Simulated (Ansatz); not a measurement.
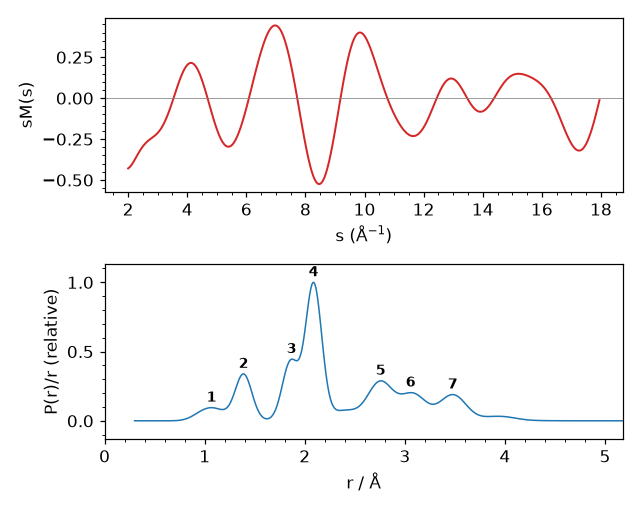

Simulated gas electron diffraction: reduced molecular intensity sM(s) from the Debye equation in the first Born approximation (top) and the radial distribution curve (bottom) of CH₄OS₂. Each pair of atoms contributes with weight ZᵢZⱼ/r; damping constant 0.002 Å²; vibrational amplitudes assumed, not computed: 0.05 Å for bonds, 0.078 Å for bonds to H, 0.06 + 0.015 r up to 0.15 Å for other pairs. The geometry is the end point of an optimisation (RKS PBE/def2-SVP (Ansatz)); it may be a saddle point or a higher isomer. SMILES: OCSS.

Which pairs of atoms lie under the numbered peaks? Mark bonded pairs by – and others by ···.

Peak 1, 1.07 Å: O–H 0.98 Å, C–H 1.11–1.12 Å (×2), not resolved
Peak 2, 1.39 Å: S–H 1.37 Å, O–C 1.39 Å
Peak 3, 1.87 Å: S–C 1.86 Å
Peak 4, 2.09 Å: S–S 2.09 Å
Peak 5, 2.76 Å: S···H 2.65–2.88 Å (×2), S···O 2.76 Å, not resolved; in its flanks S···H 2.36–2.44 Å
Peak 6, 3.06 Å: S···C 3.08 Å, S···H 3.12 Å
Peak 7, 3.48 Å: S···O 3.49 Å
